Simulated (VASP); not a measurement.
Band structure of Ni3Sb (space group Fm-3m). Computed with PBEsol GGA, VASP's PBE PAW potentials (set 64) (plane waves; VASP).

Unless said otherwise, spin-orbit coupling is left out, though it shifts the bands of the heavy elements here.

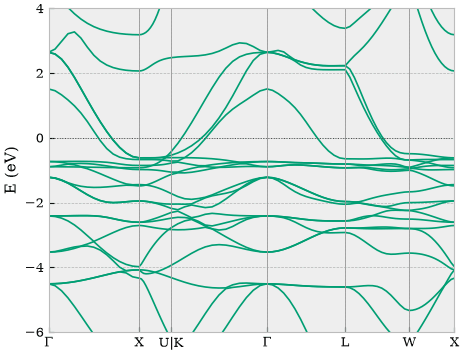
Fig. 1. Bands along high-symmetry lines, zero at the valence-band maximum or, without a gap, the Fermi level

Problem. Read the plot: is there a gap, and where are the band edges?

Solution. It has no gap at this level: it comes out as a metal or semimetal. (Edges off the drawn lines would not show.)

The structure comes from a computed database's Ni3Sb entry (Fm-3m); how it stands against other phases isn't given here. It was relaxed first. The run is not spin-polarised, so no magnetic state was tried. The electron count is odd and the run is not spin-polarised, which forces a metal.
